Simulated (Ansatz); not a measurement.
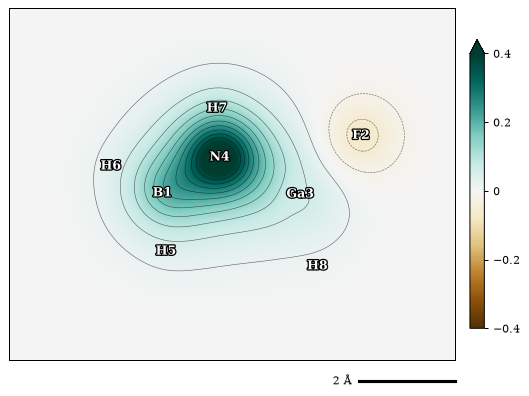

Figure 1: BFGaH4N. The HOMO−1 on a plane 0.8 Å above the molecular plane (values in Å⁻³ᐟ²; the overall sign is arbitrary).

Geometry: r2SCAN-D4/def2-SVP.

Computed with isolated molecule in a Gaussian basis; Kohn-Sham density functional theory, functional PBE0 (Ansatz 0.2.0).

```yaml
atoms:
  - { symbol: B, position_ang: [0.4837, 1.3290, -0.3381] }
  - { symbol: F, position_ang: [-0.8383, -2.4249, 1.2799] }
  - { symbol: Ga, position_ang: [-0.5145, -1.3403, -0.0608] }
  - { symbol: N, position_ang: [0.1395, 0.2748, 0.5257] }
  - { symbol: H, position_ang: [0.3436, 1.1693, -1.5327] }
  - { symbol: H, position_ang: [0.9103, 2.3716, 0.1045] }
  - { symbol: H, position_ang: [0.2566, 0.4075, 1.5289] }
  - { symbol: H, position_ang: [-0.7809, -1.7871, -1.5075] }
```

What is the character of this orbital?

It lies mainly on N4 (about 65 %), B1 (about 20 %) and Ga3 (about 10 %); it changes sign across the molecular plane (π type). Its energy is −9.10 eV.
